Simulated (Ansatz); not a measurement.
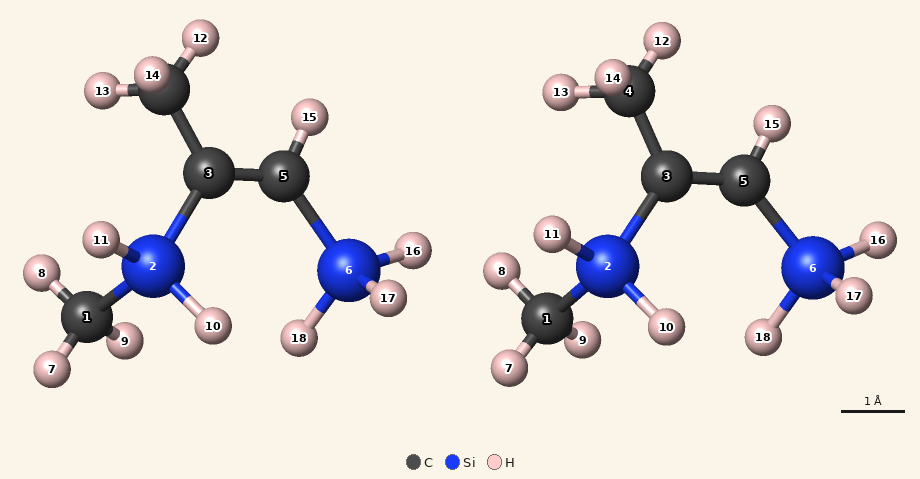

Two geometries of C4H12Si2, drawn at one scale. One is the start of a relaxation, the other its converged end. Style: ball-and-stick. Shown at a tilt.

Theory: Ansatz, RKS PBE0/STO-3G. Settings: no spin polarisation; force threshold 0.02 eV/Å; at most 40 steps.

Which geometry has the lower energy?

The left one is the relaxed one. The run prepares the start of a later molecular dynamics calculation, from a guessed geometry. Over 7 geometry steps the energy falls by 81.4 kJ/mol. Largest force component: 5.9 eV/Å at the start, 0.019 eV/Å at the end. The largest move after the best rigid fit is that of H16, 0.19 Å. By element the largest moves are H 0.19 Å, Si 0.09 Å, C 0.09 Å. Some distances before and after: C4–H13 1.216 → 1.101 Å, C1–H9 1.032 → 1.094 Å, Si2–H11 1.507 → 1.445 Å, C1–H8 1.155 → 1.094 Å. Bond angles that change, for instance: C3–C4–H12 116.9° → 111.3°, Si6–C5–H15 110.1° → 115.6°, H13–C4–H14 102.6° → 107.0°. Cost: 47 s on 1 thread of Arm Neoverse N1, on a shared host, peak memory 0.11 GiB.

Limits of the set-up: STO-3G is a minimal basis, so the numbers are rough.
